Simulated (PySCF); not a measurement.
# GaP: from the state search to spectroscopic constants

What are the lowest state that PBE0 finds, the bond length, vibrational wavenumber and bond energy of GaP, and how much do these hang on the method?

Program: PySCF 2.14.0. Level of theory: Ga def2-TZVPP, P def2-TZVPP, no relativity. These are calculated values, not measurements.

**1. Input**

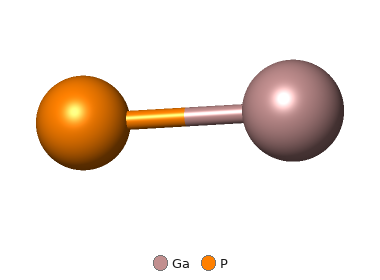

The two atoms at the starting distance (gallium pink, phosphorus orange).

Settings of the job:

- atoms: Ga, P
- charge: 0
- basis: Ga def2-TZVPP, P def2-TZVPP
- Hamiltonian: no relativity
- basis functions: 90
- electrons treated: 46
- masses in u: 68.9256, 30.9738
- levels: PBE0, PBE, r²SCAN, B3LYP, PW91, r²SCANh, B97-3, ωB97M-V, HF, MP2, SCS-MP2, CCSD, CCSD(T)
- grid: 80 radial by 434 angular points
- occupations: held fixed by the projection of orbital angular momentum
- dissociation limit: Ga + P, each in its ground configuration
- starting distance in angstrom: 2.270
- values of 2S to try: 0, 2, 4

Command:

```console
$ OMP_NUM_THREADS=1 python dia.py task.json out
```

The runs that follow: First curve: PBE0; Excited determinants; PBE; r²SCAN; B3LYP; PW91; r²SCANh (hybrid meta-GGA); B97-3 (global hybrid GGA); ωB97M-V (range-separated hybrid); UHF; Correlated methods on the Hartree–Fock reference.

Q: Predict the outcome of this session. Wanted: for each run, Re; ωe; De; μ.

As calculated:

Lowest PBE0 solution found, without spin–orbit coupling: ³Σ⁻ (triplet), unpaired electrons π ↑↑. State 2 has its PBE0 minimum 0.08 eV higher. State 3 has its PBE0 minimum 0.24 eV higher, as a spin-mixed determinant (⟨S²⟩ = 1.02), so this is no gap between pure states. State 4 has its PBE0 minimum 0.30 eV higher, as a spin-mixed determinant (⟨S²⟩ = 1.01), so this is no gap between pure states. The other levels ran on the lowest alone.

| level | Re (Å) | ωe (cm⁻¹) | De (eV) | μ (D) |
| --- | --- | --- | --- | --- |
| UHF | 2.473 | 295.2 | 1.00 | -1.58 |
| UHF-MP2 | 2.438 | 305 | 1.84 | n/a |
| UHF-SCS-MP2 | 2.451 | 299.8 | 1.85 | n/a |
| UHF-CCSD | 2.449 | 302 | 1.83 | n/a |
| UHF-CCSD(T) | 2.451 | 299.7 | 1.92 | n/a |
| PBE | 2.480 | 282.6 | 2.30 | -1.35 |
| PW91 | 2.477 | 283.1 | 2.33 | -1.35 |
| r²SCAN | 2.448 | 294.9 | 2.17 | -1.23 |
| r²SCANh | 2.444 | 297.8 | 2.12 | -1.26 |
| B3LYP | 2.481 | 282.4 | 2.15 | -1.52 |
| PBE0 | 2.455 | 295.6 | 2.17 | -1.38 |
| B97-3 | 2.484 | 286.3 | 2.23 | -1.57 |
| ωB97M-V | 2.439 | 304 | 2.15 | -1.36 |

De is counted to Ga + P in their ground configurations. A positive dipole means Ga(−)P(+).

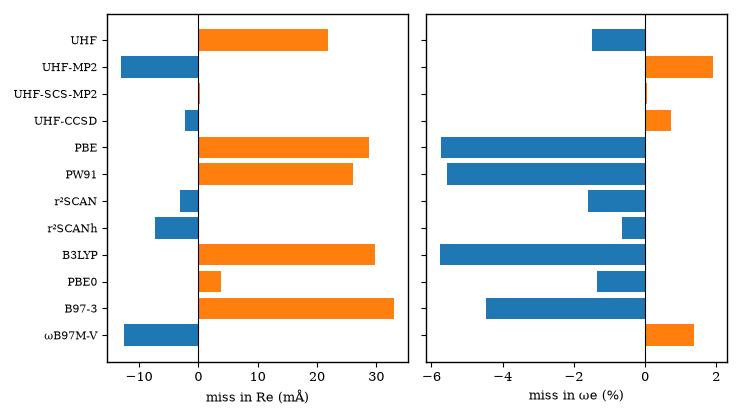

Differences in bond length and wavenumber from CCSD(T) in the same basis.

In words: Judged by CCSD(T) in the same basis: best bond length UHF-SCS-MP2 (0 mÅ), worst B97-3 (+33 mÅ); best wavenumber UHF-SCS-MP2 (0.0 %), worst B3LYP (-5.8 %). Among the levels with a De in the table, it runs from 1.00 eV (UHF) to 2.33 eV (PW91).

Correlated steps freeze 14 core orbitals.
